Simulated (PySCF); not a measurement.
H12N2Si4 (SMILES [SiH3]N[SiH]([SiH3])N[SiH3])

Input

```
{"job": {"kind": "nmr", "xc": "PBE0", "basis": "pcSseg-1"}, "charge": 0, "multiplicity": 1}
Si     0.168201    -0.204481    -0.487449
Si    -1.154766     1.625539    -1.131724
N     -0.821133    -1.409547     0.290359
Si    -2.485100    -1.351799     0.795649
N      1.469167     0.368934     0.523431
Si     3.189895     0.269474     0.272302
H      0.861332    -0.794739    -1.673905
H     -0.305322     2.494959    -2.006378
H     -1.565199     2.436348     0.058296
H     -2.382080     1.241177    -1.896403
H     -0.334187    -2.281779     0.490555
H     -2.940451     0.063788     0.660139
H     -2.629575    -1.782624     2.221348
H     -3.382873    -2.222019    -0.026907
H      1.177700     0.879788     1.354305
H      3.803961     1.571650    -0.140013
H      3.432001    -0.733293    -0.805696
H      3.880187    -0.164923     1.527475
```

Run with:

```sh
OMP_NUM_THREADS=1 python cluster_run.py task.json out
```

Geometry: PBE0-D3(BJ)/def2-SVP.

Level of theory: PySCF 2.14.0, PBE0/pcSseg-1, SCF density, gas phase, non-relativistic.

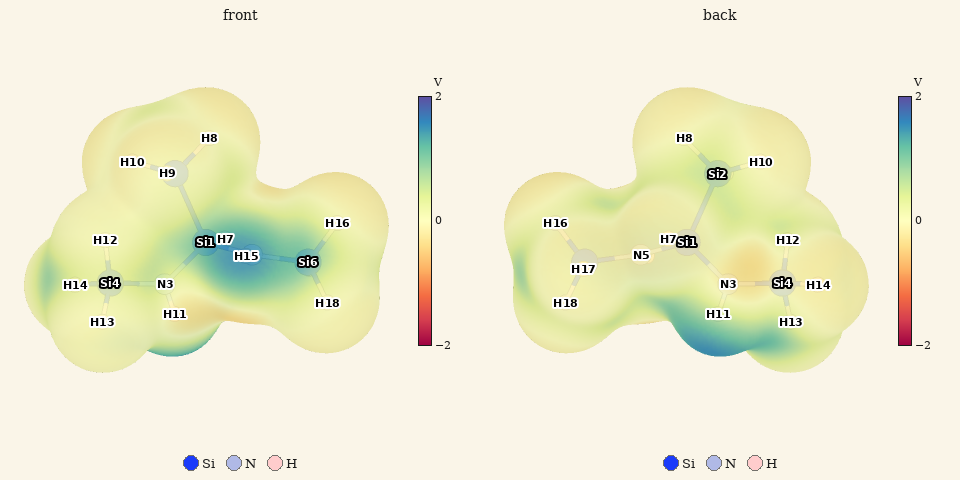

Figure 1. The molecular electrostatic potential painted on the density surface at 0.001 e/bohr³, seen from the front and from behind; the colour scale runs from red (negative) to blue (positive).

Q: Describe the electrostatic potential map.

A: The most negative region (about −0.4 V) lies over N3 and N5, the most positive (about +1.5 V) over H11 and H15.

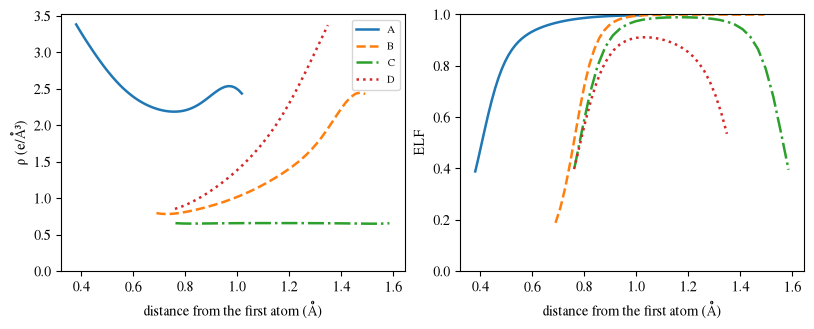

Figure 2. Total electron density and ELF along straight lines between neighbouring atoms. The curves leave out the atomic cores.

Q: Which curve belongs to which contact (N–H, Si–H, Si–N and Si–Si)? The first atom named is at distance zero.

A: Curve A: N–H (1.02 Å): ρ at the midpoint is about 2.7 e/Å³; the ELF climbs to about 1 towards the hydrogen, as it does in any bond to H; an ordinary covalent bond to hydrogen. Curve B: Si–H (1.49 Å): the density is about 0.79 e/Å³ at the midpoint; the ELF climbs to about 1 towards the hydrogen. Curve C: Si–Si (2.35 Å): ρ is about 0.66 e/Å³ halfway; the ELF peaks at about 1 between the atoms: a covalent bond. Curve D: Si–N (1.74 Å): ρ at the midpoint is about 1 e/Å³; the ELF peaks at about 0.90 between the atoms (a polar covalent bond).
